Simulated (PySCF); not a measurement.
Ge(Cl)(Br)2(Me), SMILES [CH3][Ge]([Cl])([Br])[Br] at its B3LYP/def2-SVP optimised geometry (Å):

```
8

C     -1.3981    -2.0543     1.5645
Ge    -0.7274    -1.1046     0.0000
Cl     1.4434    -1.1046     0.0000
Br    -1.4434     1.1046     0.0000
Br    -1.4436    -2.1229    -1.9604
H     -1.0344    -3.0912     1.5325
H     -2.4969    -2.0401     1.5499
H     -1.0270    -1.5522     2.4692
```

Computed with B3LYP/def2-TZVP (PySCF). Cells within 0.4 Å of a nucleus heavier than hydrogen are left out (blank, or x).

Map of the Laplacian of the electron density (e/bohr⁵), clipped to [-1.50, 1.50] on the plane z = 0.0 Å:

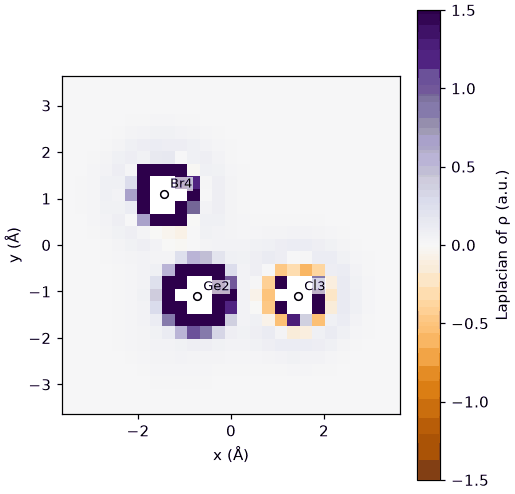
Figure: Laplacian of the electron density (e/bohr⁵), clipped to [-1.50, 1.50] on the plane z = 0.0 Å.
